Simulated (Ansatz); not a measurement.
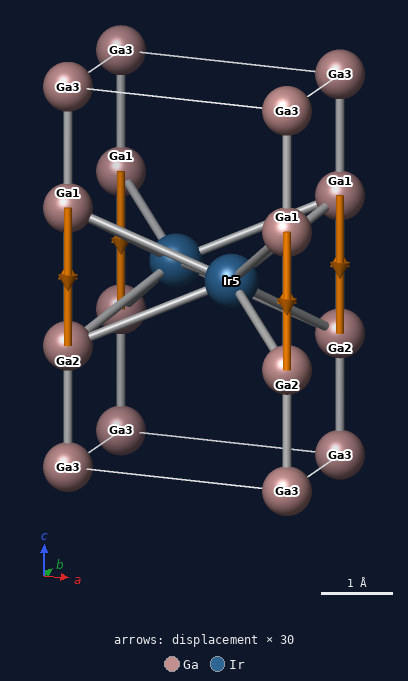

A relaxation of a crystal of Ga3Ir2 (a generated structure, set up in P6/mmm) (coarse preliminary run). The starting structure is drawn; orange arrows show the displacements (the part carried along by the change of the cell is left out), 30 times their true length.

A ball-and-stick model of the cell of the calculation, seen slightly off an axis.

Level of theory: Ansatz 0.2.0, DFT PBE, scalar-relativistic, plane waves, PAW. (plane-wave cutoff 420 eV; k-point mesh 6 × 6 × 4; occupations gaussian; smearing width 0.1 eV; no spin polarisation; cell and atoms relaxed; force threshold 0.04 eV/Å; at most 70 steps)

Question: Describe the change and its energy.

Answer: The largest moves relative to the cell, 0.040 Å, are those of Ga atoms. Ir stays in place. The drawn cell changes as follows: a = b 4.113 → 4.255 Å (+3.5 %), c 5.468 → 7.608 Å (+39.1 %); the volume changes by +48.9 %. Near-neighbour distances that change, for instance: Ga–Ga 1.743 → 2.466 Å, Ga–Ga 1.981 → 2.676 Å, Ga–Ir 2.573 → 2.798 Å, Ir–Ir 2.375 → 2.457 Å. The space group stays P6/mmm (No. 191). The energy falls by 12.046 eV per cell of the calculation in 10 accepted moves (12 points after the start). The largest force component goes from 9.6 to 0.013 eV/Å. Pressure: 91.38 GPa at the start and −0.18 GPa at the end. At 2 points the geometry stayed and the basis and grid were re-selected for the new cell (energy shift of 0.520 eV per cell of the calculation at most each time). Cost: 2.4 min on 1 thread of Intel(R) Xeon(R) Processor @ 2.50GHz (Skylake/Cascade Lake), with other jobs on the host, peak memory 0.46 GiB.
